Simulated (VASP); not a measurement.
Band structure of PbO (litharge). Calculation: SCAN meta-GGA, VASP's PBE PAW potentials (set 64) (plane waves; VASP).

The path is coarsely sampled, so an indirect gap can come out somewhat too large. Unless said otherwise, spin-orbit coupling is left out, though it shifts the bands of the heavy elements here.

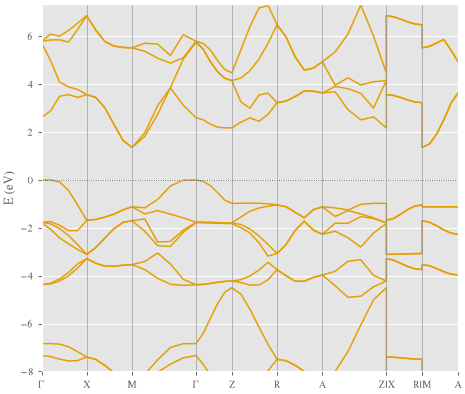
Figure: Bands along high-symmetry lines, zero at the valence-band maximum or, without a gap, the Fermi level

Q: Read the plot: is there a gap, and where are the band edges?

A: The gap is indirect, 1.35 eV, from the valence maximum at Γ-X at 0.20 to the conduction minimum at M.

The compound is PbO in the litharge structure. It was relaxed first.
